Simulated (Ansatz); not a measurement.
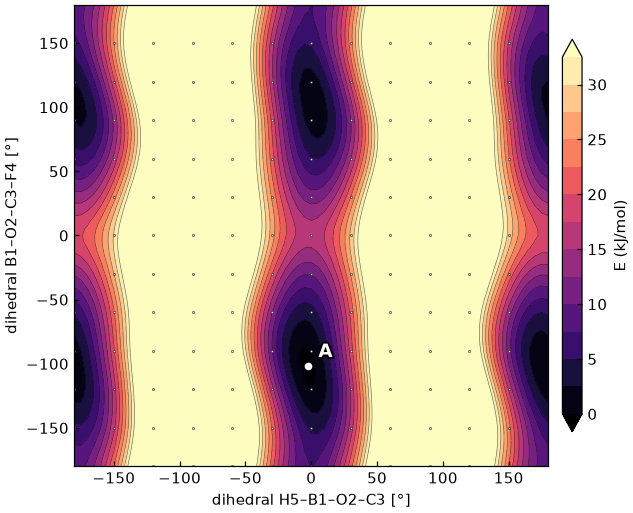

CH₄BFO, SMILES BOCF. 
- The first coordinate is: dihedral H5–B1–O2–C3; the second: dihedral B1–O2–C3–F4.
- Nothing is relaxed (all other coordinates rigid).
- The grid has 12 × 12 points.
- Energies are in kJ/mol, from the lowest grid point.
- Theory: RKS PBE0-D4/def2-TZVP (Ansatz 0.2.0).

In the figure: filled contours, dots at the grid points, one colour for all values above the top of the scale, the well A. Between grid points the surface is interpolated.

> Where is the minimum, and how stiff is the well along each coordinate? Take the well at A.

The interpolated minimum is at dihedral H5–B1–O2–C3 ≈ −3°, dihedral B1–O2–C3–F4 ≈ −102°. The curvatures there are about 1.2 eV/rad² and 0.19 eV/rad², with a cross term of about 0.21 eV/rad². Round the minimum the valley is somewhat tilted: raising dihedral H5–B1–O2–C3 shifts the best value of dihedral B1–O2–C3–F4 downwards (coupling k₁₂/√(k₁₁k₂₂) about 0.4). (1 eV is 96.5 kJ/mol.)
